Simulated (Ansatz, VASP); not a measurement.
## CdF2 in two plane-wave programs

Wanted: the spread between two codes on one cell, functional and k mesh. Valence electrons are named where the data sets of a main pair hold unlike numbers.

Method: plane waves, with VASP 6.6.1 beside it; band structure at PBE, dielectric response at PBE and band structure at PBE, spin-orbit coupling, in Ansatz 0.2.0.

## Step 1: Starting point

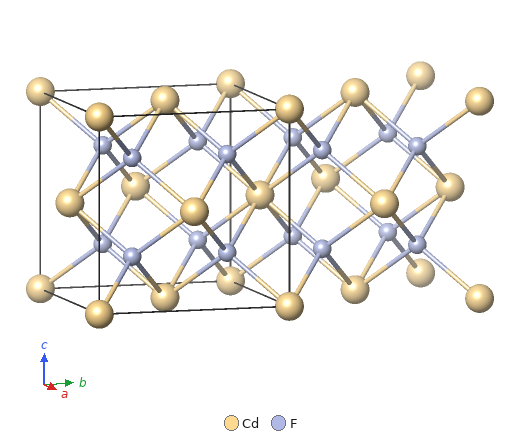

The cell as given, slightly off an axis (cadmium orange, fluorine light blue). 1×2×1 cells are drawn. This picture shows the conventional cell, with its axes. Some periodic images of atoms are drawn too.

Structure file:

```cif
data_structure
_symmetry_space_group_name_H-M 'Fm-3m'
_symmetry_Int_Tables_number 225
_cell_length_a 5.3880
_cell_length_b 5.3880
_cell_length_c 5.3880
_cell_angle_alpha 90.000
_cell_angle_beta 90.000
_cell_angle_gamma 90.000
_cell_volume 156.42
loop_
_atom_site_label
_atom_site_type_symbol
_atom_site_symmetry_multiplicity
_atom_site_Wyckoff_symbol
_atom_site_fract_x
_atom_site_fract_y
_atom_site_fract_z
_atom_site_occupancy
Cd1 Cd 4 a 0.00000 0.00000 0.00000 1
F1 F 8 c 0.25000 0.75000 0.75000 1
```

## Step 2: Ansatz: band structure, PBE

Ansatz runs on its default PAW (the set named soft_2) files.

The same path points are solved in both programs, so levels can be compared one by one.

The input, input.yaml:

```yaml
crystal:
  lattice:
    - [0.0, 2.694, 2.694]
    - [2.694, 0.0, 2.694]
    - [2.694, 2.694, 0.0]
  atoms:
    - { symbol: Cd, position: [0.0, 0.0, 0.0] }
    - { symbol: F, position: [0.25, 0.25, 0.25] }
    - { symbol: F, position: [0.75, 0.75, 0.75] }
hamiltonian:
  xc: pbe
  pseudopotentials: { kind: paw }
kpoints:
  mp_grid: { grid: [5, 5, 5] }
  band_path:
    path:
      - [0.0, 0.0, 0.0]
      - [0.16667, 0.0, 0.16667]
      - [0.33333, 0.0, 0.33333]
      - [0.5, 0.0, 0.5]
      - [0.5, 0.08333, 0.58333]
      - [0.5, 0.18333, 0.68333]
      - [0.5, 0.25, 0.75]
      - [0.45, 0.3, 0.75]
      - [0.40833, 0.34167, 0.75]
      - [0.35, 0.35, 0.7]
      - [0.225, 0.225, 0.45]
      - [0.075, 0.075, 0.15]
      - [0.03333, 0.03333, 0.03333]
      - [0.23333, 0.23333, 0.23333]
      - [0.4, 0.4, 0.4]
      - [0.51667, 0.46667, 0.51667]
      - [0.55833, 0.38333, 0.55833]
      - [0.60833, 0.28333, 0.60833]
      - [0.60833, 0.25, 0.64167]
      - [0.55833, 0.25, 0.69167]
      - [0.51667, 0.25, 0.73333]
      - [0.5, 0.3, 0.7]
      - [0.5, 0.38333, 0.61667]
      - [0.5, 0.48333, 0.51667]
      - [0.475, 0.475, 0.55]
      - [0.425, 0.425, 0.65]
      - [0.38333, 0.38333, 0.73333]
      - [0.59167, 0.18333, 0.59167]
      - [0.55, 0.1, 0.55]
      - [0.5, 0.0, 0.5]
    npoints: 1
scf:
  occupations: { method: gaussian, width: 0.02 }
  n_extra_bands: 7
output:
  forces: true
  stress: true
  eigenvalues: true
  write_density: true
  write_potential: true
  elf: true
  volumetric_format: npy
```

Started as:

```console
$ ansatz run input.yaml --threads 2 --pin off --max-ram 4608MiB --backend cpu --events-out ev --progress --plain --runs-dir out
```

Numbers of over 12 decimals in the logs are rounded to 6 here.

The log of the run:

```text
scf.n_extra_bands = 7 over 17 filled bands (N_el = 34.0): the run solves 24 bands
Engine: ansatz 0.2.0, aarch64-unknown-linux-gnu
Pseudopotentials: kind: paw
Pseudopotential: Cd, paw, valence charge 20, recommended cutoff 420 eV (normal), Cd.paw.azcp
Pseudopotential: F, paw, valence charge 7, recommended cutoff 420 eV (normal), F.paw.azcp
Functional definition: PBE
  parameter kappa = 0.804
  parameter beta = 0.066725
  exchange = pbe_x(kappa = kappa, mu = beta*pi^2/3)
  correlation = pbe_c(beta = beta)
Crystal: 3 atoms, lattice volume = 39.104 Å³
Basis set: ecut = 420 eV, 749 PW (Γ), exchange–correlation on 54×54×54 points (8 copies of the dense FFT grid, shifted against one another)
Bands: 24, of which v1, the nominal top of the filled ones, is band 17 counted from 1 (16 counted from 0)
Symmetry: 48 space group operations
Space group: Fm-3m (ITA 225), of the structure as read, at distance tolerance 3.4e-5 Å
k-points: 10 of 125
Non-local potential: Cd, projectors of the file, l = 0: 3, l = 1: 2, l = 2: 2, l = 3: 1
Non-local potential: F, projectors of the file, l = 0: 2, l = 1: 2, l = 2: 1
PAW form: soft (Blöchl's): semilocal exchange-correlation on the pseudo side does not see the compensation charge
PAW one-centre angular grid: Cd, 590 points (default); XC on 64 Gauss nodes
PAW one-centre angular grid: F, 110 points (default); XC on 64 Gauss nodes
Initial density: superposition of atomic densities (neutral atoms: chi_scale 0, normalization atom), corrected by the library's trained network
Initial wavefunctions: pseudopotential atomic-orbital guess
Functional: x = pbe(κ = 0.804, μ = 0.219515), c = pbe(β = 0.066725)
SCF iter   1: F=—  HF=-9872.134259 eV  |F-HF|=—  |Δ(HF+E_count)|=         —  Δρ=5.55e-4  dr2=1.88e-5  ethr=1.77e-3  ⟨swp⟩=5.2  Hψ=1021  notcnv=0
preconditioner: auto → none  [insulator: Δε(μ)=3.183 eV  Ē_g=19.944 eV  σ=0.020 eV  W_gap=1.00  n_scr=14 (ndim 8)  ℏωp=30.3 eV  f_vac=0.125  D(μ)=0.00/eV (n_scr^D=0)  ε∞_Penn≈3.3]
SCF iter   2: F=—  HF=-9872.135202 eV  |F-HF|=—  |Δ(HF+E_count)|=   9.43e-4  Δρ=3.02e-4  dr2=1.47e-5  ethr=5.52e-8  ⟨swp⟩=3.0  Hψ=594  notcnv=0  defer=14
SCF iter   3: F=—  HF=-9872.135255 eV  |F-HF|=—  |Δ(HF+E_count)|=   5.39e-5  Δρ=1.71e-4  dr2=1.44e-6  ethr=4.33e-8  ⟨swp⟩=2.0  Hψ=333  notcnv=0  defer=14
SCF iter   4: F=—  HF=-9872.135294 eV  |F-HF|=—  |Δ(HF+E_count)|=   3.88e-5  Δρ=6.13e-5  dr2=4.19e-7  ethr=4.24e-9  ⟨swp⟩=2.0  Hψ=348  notcnv=0  defer=14
iter 5 did not close the SCF: its close was put off for the readings that it lacked (scf_convergence_deferred on its scf_iter line)
SCF iter   5: F=-9872.135298 eV  HF=-9872.135298 eV  |F-HF|=1.03e-8  |Δ(HF+E_count)|=   3.25e-6  Δρ=1.65e-5  dr2=6.87e-8  ethr=1.23e-9  ⟨swp⟩=2.0  Hψ=348  notcnv=0  defer=14
SCF iter   6: F=-9872.135298 eV  HF=-9872.135298 eV  |F-HF|=7.13e-10  |Δ(HF+E_count)|=   5.08e-8  Δρ=4.50e-6  dr2=4.48e-9  ethr=2.02e-10  ⟨swp⟩=8.3  Hψ=1351  notcnv=0
SCF 1 converged in 6 iterations: F = -9872.135298 eV  dr2 = 4.48e-9
  greatest PAW one-centre occupation: 1.000 electrons in one spin orbital (limit 2), on the Cd atom at site 0 (counted from 0), in its partial waves of l = 1
NSCF: frozen V_eff on 30 k-points
SCF converged after 6 iterations
Free energy (F): -9872.135298 eV
Harris-Foulkes:  -9872.135298 eV  (|F-HF|=7.13e-10)
Internal energy: -9872.135298 eV  (E = F + TS)
E sigma→0 (E₀):  -9872.135298 eV
Fermi energy:    7.952991 eV
--- Per-component energies (eV) ---
  E_band       = -480.597824
  E_kinetic    = 918.936775
  E_local      = -4235.414387  (includes V_loc(G=0)·N_el)
  E_nonlocal   = 184.211088
  E_hartree    = 1877.300800
  E_xc         = -335.367099
  E_vxc        = -424.899062  (∫ρ·V_xc dr)
  E_paw        = -4487.949979  (= ΣΔE_a)
  E_vpaw       = -678.036700  (= ΣTr[D̂ρ^β])
  E_aug_tail   = 0.004137  (compensation charges beyond the density's cutoff)
  E_ewald      = -3793.856633
  E_smearing   = -0.000000  (= −TS)
  E_closure    = 0.000000  (closes the sum)
  Σ components = -9872.135298   (vs F -9872.135298, Δ=0.00e0)
--- Forces (eV/Å), atoms counted from 1 ---
  atom   1  Cd    -0.00000000     0.00000000     0.00000000
  atom   2  F     -0.00000000    -0.00000000     0.00000000
  atom   3  F     -0.00000000    -0.00000000    -0.00000000
  max |Σ_I F_I| component: 1.85e-17 eV/Å
--- Stress (GPa, compression-positive) ---
        5.457963      -0.000000      -0.000000
       -0.000000       5.457963      -0.000000
       -0.000000       0.000000       5.457963
  P = ⅓ Tr σ = 5.4580 GPa (54.580 kbar)
--- Band table (eV; the first three rows and the last of 10) ---
  k-point 0: bands = [... 13 lower, 5.4666, 5.9462, 5.9462, 5.9462, 9.5444, 19.1451, 19.1451, 19.1451, ... 3 higher]
  k-point 1: bands = [... 13 lower, 5.2091, 5.5697, 5.9761, 5.9761, 10.8568, 17.7248, 19.7033, 19.7033, ... 3 higher]
  k-point 2: bands = [... 13 lower, 4.7047, 4.7047, 6.0375, 6.0375, 13.0850, 16.0302, 20.7453, 20.7453, ... 3 higher]
  k-point 9: bands = [... 13 lower, 4.5034, 5.3023, 5.8856, 6.3611, 14.1656, 16.8759, 18.9327, 19.2491, ... 3 higher]
```

Run time: 1.6 s. Hardware: 2 threads of Arm Neoverse N1, shared host; peak memory 0.26 GiB; 2.6 s of CPU time.

## Step 3: VASP: band structure, PBE

The same cell, functional, mesh and smearing now go to VASP, with its own data sets.

Lines of VASP's logs that name or quote its potential files are left out, and so is its time.

The input, INCAR:

```
SYSTEM = CdF2
PREC = Accurate
ENCUT = 520
EDIFF = 1E-06
NELM = 100
ISMEAR = 0
SIGMA = 0.02
LREAL = .FALSE.
ALGO = Normal
GGA = PE
NBANDS = 26
LORBIT = 11
LWAVE = .FALSE.
LCHARG = .FALSE.
KPAR = 4
```

The input, POSCAR:

```
CdF2
1.0
    0.0000000000      2.6940000000      2.6940000000
    2.6940000000      0.0000000000      2.6940000000
    2.6940000000      2.6940000000      0.0000000000
Cd F
1 2
Direct
    0.0000000000      0.0000000000      0.0000000000
    0.2500000000      0.2500000000      0.2500000000
    0.7500000000      0.7500000000      0.7500000000
```

The input, KPOINTS:

```
Automatic mesh
0
Gamma
5 5 5
0 0 0
```

The input, KPOINTS_OPT:

```
Line mode
16
Line-mode
Reciprocal
  0.00000000   0.00000000   0.00000000 GAMMA
  0.50000000   0.00000000   0.50000000 X

  0.50000000   0.00000000   0.50000000 X
  0.50000000   0.25000000   0.75000000 W

  0.50000000   0.25000000   0.75000000 W
  0.37500000   0.37500000   0.75000000 K

  0.37500000   0.37500000   0.75000000 K
  0.00000000   0.00000000   0.00000000 GAMMA

  0.00000000   0.00000000   0.00000000 GAMMA
  0.50000000   0.50000000   0.50000000 L

  0.50000000   0.50000000   0.50000000 L
  0.62500000   0.25000000   0.62500000 U

  0.62500000   0.25000000   0.62500000 U
  0.50000000   0.25000000   0.75000000 W

  0.50000000   0.25000000   0.75000000 W
  0.50000000   0.50000000   0.50000000 L

  0.50000000   0.50000000   0.50000000 L
  0.37500000   0.37500000   0.75000000 K

  0.62500000   0.25000000   0.62500000 U
  0.50000000   0.00000000   0.50000000 X
```

Potentials, in the order of the species: Cd and F (PBE family, release 64).

Started as:

```console
$ mpirun -np 4 vasp_std
```

The log of the run:

```text
[banner, memory and clock lines left out]
running    4 mpi-ranks, on    1 nodes
 distrk:  each k-point on    1 cores,    4 groups
 distr:  one band on    1 cores,    1 groups

 POSCAR found type information on POSCAR CdF
 POSCAR found :  2 types and       3 ions
 LDA part: xc-table for (Slater+PW92), standard interpolation
 POSCAR, INCAR and KPOINTS ok, starting setup
 FFT: planning ... GRIDC
 FFT: planning ... GRID_SOFT
 FFT: planning ... GRID
 WAVECAR not read
 entering main loop
       N       E                     dE             d eps       ncg     rms          rms(c)
DAV:   1     0.190758936448E+03    0.19076E+03   -0.15015E+04   560   0.101E+03
DAV:   2    -0.489177409465E+01   -0.19565E+03   -0.18488E+03   608   0.289E+02
DAV:   3    -0.125356366402E+02   -0.76439E+01   -0.76201E+01   572   0.594E+01
DAV:   4    -0.125662798709E+02   -0.30643E-01   -0.30641E-01   564   0.386E+00
DAV:   5    -0.125663864030E+02   -0.10653E-03   -0.10653E-03   556   0.200E-01    0.103E+01
DAV:   6    -0.108264008937E+02    0.17400E+01   -0.25621E+00   586   0.282E+01    0.775E+00
DAV:   7    -0.108751330462E+02   -0.48732E-01   -0.88955E-01   556   0.653E+00    0.418E+00
DAV:   8    -0.108658103373E+02    0.93227E-02   -0.10369E-01   544   0.258E+00    0.696E-01
DAV:   9    -0.108587043815E+02    0.71060E-02   -0.21409E-02   584   0.174E+00    0.928E-02
DAV:  10    -0.108592110634E+02   -0.50668E-03   -0.22557E-03   552   0.449E-01    0.123E-01
DAV:  11    -0.108593066315E+02   -0.95568E-04   -0.11871E-04   552   0.868E-02    0.313E-02
DAV:  12    -0.108593237631E+02   -0.17132E-04   -0.19908E-05   542   0.323E-02    0.164E-02
DAV:  13    -0.108593250404E+02   -0.12773E-05   -0.28912E-06   544   0.134E-02    0.338E-03
DAV:  14    -0.108593248547E+02    0.18569E-06   -0.48627E-07   470   0.871E-03
   1 F= -.10859325E+02 E0= -.10859325E+02  d E =-.156944E-24
 Start KPOINTS_OPT (optional k-point list driver)
k-point batch [1-10\160]
       N       E                     dE             ncg
DAV:   1     0.328143068446E+03   -0.21494E+04      536
DAV:   2    -0.168301390115E+04   -0.20112E+04      630
DAV:   3    -0.177025488595E+04   -0.87241E+02      548
DAV:   4    -0.177063761071E+04   -0.38272E+00      526
DAV:   5    -0.177063890869E+04   -0.12980E-02      530
DAV:   6    -0.177063891565E+04   -0.69596E-05      538
DAV:   7    -0.177063891570E+04   -0.41511E-07      368
[...]
k-point batch [151-160\160]
       N       E                     dE             ncg
DAV:   1     0.204877376339E+03   -0.98738E+04      552
DAV:   2    -0.173040072839E+04   -0.19353E+04      570
DAV:   3    -0.180593132873E+04   -0.75531E+02      678
DAV:   4    -0.180623900924E+04   -0.30768E+00      624
DAV:   5    -0.180624003094E+04   -0.10217E-02      662
DAV:   6    -0.180624003605E+04   -0.51005E-05      608
DAV:   7    -0.180624003608E+04   -0.34986E-07      494
```

From OUTCAR (step 3):

```text
ion  position               nearest neighbor table
   1  0.000  0.000  0.000-   3 2.33   3 2.33   3 2.33   2 2.33   3 2.33   2 2.33   2 2.33   2 2.33

  LATTYP: Found a face centered cubic cell.
 ALAT       =     5.3880000000

 Subroutine GETGRP returns: Found 48 space group operations
 (whereof 48 operations were pure point group operations)

The static configuration has the point symmetry O_h .

 Found     10 irreducible k-points:

   k-points           NKPTS =     10   k-points in BZ     NKDIM =     10   number of bands    NBANDS=     26

   dimension x,y,z NGX =    28 NGY =   28 NGZ =   28
   dimension x,y,z NGXF=    56 NGYF=   56 NGZF=   56

   ENCUT  =  520.0 eV  38.22 Ry    6.18 a.u.   7.08  7.08  7.08*2*pi/ulx,y,z

   NELECT =      26.0000    total number of electrons

 k-points in reciprocal lattice and weights: Automatic mesh
   0.00000000  0.00000000  0.00000000       0.008
   0.20000000  0.00000000  0.00000000       0.064
   0.40000000  0.00000000  0.00000000       0.064
   0.20000000  0.20000000  0.00000000       0.048
   0.40000000  0.20000000  0.00000000       0.192
  -0.40000000  0.20000000  0.00000000       0.192
  -0.20000000  0.20000000  0.00000000       0.096
   0.40000000  0.40000000  0.00000000       0.048
  -0.40000000  0.40000000  0.00000000       0.096
  -0.40000000  0.40000000  0.20000000       0.192

 average (electrostatic) potential at core
       1 -39.0148       2 -77.8939       3 -77.8939

 E-fermi :  -1.2506

 k-point     1 :       0.0000    0.0000    0.0000
  band No.  band energies     occupation
    ...
      9      -2.2820      2.00000
     10      -2.2820      2.00000
     11      -1.8103      2.00000
     12      -1.8103      2.00000
     13      -1.8103      2.00000
     14       1.7565      0.00000
     15      11.3923      0.00000
     16      11.3923      0.00000
     17      11.3923      0.00000
     18      16.3277      0.00000
    ...

 k-point     2 :       0.2000    0.0000    0.0000
  band No.  band energies     occupation
    ...
      9      -2.5427      2.00000
     10      -2.5427      2.00000
     11      -2.1849      2.00000
     12      -1.7785      2.00000
     13      -1.7785      2.00000
     14       3.0751      0.00000
     15       9.9691      0.00000
     16      11.9481      0.00000
     17      11.9481      0.00000
     18      17.7772      0.00000
    ...

 k-point     3 :       0.4000    0.0000    0.0000
  band No.  band energies     occupation
    ...
      9      -3.2775      2.00000
     10      -3.0482      2.00000
     11      -3.0482      2.00000
     12      -1.7179      2.00000
     13      -1.7179      2.00000
     14       5.3069      0.00000
     15       8.2750      0.00000
     16      12.9859      0.00000
     17      12.9859      0.00000
     18      16.9842      0.00000
    ...

  Total        1.5132721      1.5132721      1.5132721     -0.0000000      0.0000000      0.0000000
  in kB       62.0018763     62.0018763     62.0018763     -0.0000000      0.0000000      0.0000000
  external PRESSURE =      62.0018763 kB  Pullay stress =       0.0000000 kB

  energy-cutoff  :      520.00
  volume of cell :       39.10
      direct lattice vectors                 reciprocal lattice vectors
     0.000000000  2.694000000  2.694000000    -0.185597624  0.185597624  0.185597624
     2.694000000  0.000000000  2.694000000     0.185597624 -0.185597624  0.185597624
     2.694000000  2.694000000  0.000000000     0.185597624  0.185597624 -0.185597624

 POSITION                                       TOTAL-FORCE (eV/Angst)
 -----------------------------------------------------------------------------------
      0.00000      0.00000      0.00000        -0.000000      0.000000     -0.000000
      1.34700      1.34700      1.34700        -0.000000     -0.000000     -0.000000
      4.04100      4.04100      4.04100         0.000000      0.000000      0.000000
 -----------------------------------------------------------------------------------
    total drift:                                0.000000      0.000000      0.000000

  FREE ENERGIE OF THE ION-ELECTRON SYSTEM (eV)
  ---------------------------------------------------
  free  energy   TOTEN  =       -10.8593248547 eV

  energy  without entropy=      -10.8593248547  energy(sigma->0) =      -10.85932485

 total charge
# of ion       s       p       d       tot
------------------------------------------
    1        0.231   0.196   9.691  10.119
    2        1.740   4.344   0.000   6.083
    3        1.740   4.344   0.000   6.083
--------------------------------------------------
tot          3.711   8.883   9.691  22.285

[... 3 further parts left out ...]
```

Spin-orbit coupling is off here; it would split degenerate levels. At this level the cell is under a pressure of 6.2 GPa, so at these settings it is away from equilibrium.

## Step 4: Side by side

Known differences besides the potentials themselves: the data sets hold 34 valence electrons in Ansatz (on its default PAW (the set named soft_2) files) and 26 in VASP; the cutoff is 420 eV in Ansatz and 520 eV in VASP; VASP leaves aspherical gradient terms in its spheres out (LASPH is not set), Ansatz keeps them. Total energies have different zeros and are not compared.

Compared:

```
                                        quantity  Ansatz   VASP  difference
                                  pressure (GPa)    5.46   6.20       -0.74
pressure without Ansatz's Pulay correction (GPa)    4.78   6.20       -1.42
                   gap over the path points (eV)   3.101  3.068      +0.033
```

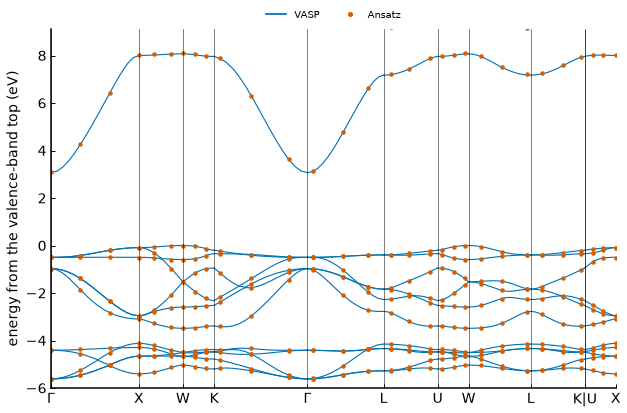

Bands from VASP (lines) and levels from Ansatz (dots). Dots without a line are higher empty bands that the VASP plot leaves out.

Levels at points of the path, from each program's valence-band top (eV; 4 filled, then empty):

```
k (reciprocal lattice)                              Ansatz                                VASP
     0.000 0.000 0.000  -0.98 -0.50 -0.50 -0.50 3.10 12.70  -0.97 -0.50 -0.50 -0.50 3.07 12.70
     0.167 0.000 0.167  -1.39 -0.50 -0.42 -0.42 4.28 11.43  -1.39 -0.50 -0.42 -0.42 4.25 11.42
     0.333 0.000 0.333  -2.34 -0.50 -0.20 -0.20 6.44 10.11  -2.34 -0.49 -0.20 -0.20 6.41 10.09
     0.500 0.000 0.500   -2.95 -0.51 -0.09 -0.09 8.03 9.68   -2.96 -0.50 -0.09 -0.09 8.00 9.65
     0.500 0.083 0.583   -2.73 -0.54 -0.30 -0.06 8.04 9.95   -2.73 -0.52 -0.30 -0.06 8.02 9.92
     0.500 0.183 0.683  -2.08 -0.97 -0.59 -0.01 8.08 10.87  -2.08 -0.97 -0.58 -0.01 8.06 10.85
     0.500 0.250 0.750   -1.53 -1.53 -0.60 0.00 8.09 11.51   -1.53 -1.53 -0.59 0.00 8.07 11.51
     0.450 0.300 0.750  -1.94 -1.15 -0.56 -0.04 8.05 11.13  -1.94 -1.15 -0.55 -0.04 8.03 11.11
     0.408 0.342 0.750  -2.22 -0.98 -0.44 -0.13 8.00 10.84  -2.22 -0.98 -0.43 -0.13 7.98 10.82
     0.350 0.350 0.700  -2.16 -1.17 -0.35 -0.24 7.89 10.86  -2.17 -1.17 -0.35 -0.24 7.87 10.86
```

Among the levels compared at these points, filled levels agree within 14 meV and empty ones within 33 meV. Ansatz's pressure holds a Pulay correction of 0.68 GPa; VASP's holds none.

(Part 1 of 2 ends here.)

[Lines on the potential files, build, host, timing and source positions are cut from VASP's logs without a mark.]

[Logs are printed without paths, hosts, clocks, repeated set-up lines and the standing remarks that a program may print on its own settings, such as how far it seeks lower states.]

[Hosts, paths, dates, database ids (printed as entryN), source tags and the programs' standing remarks are cut or masked in the printed files.]
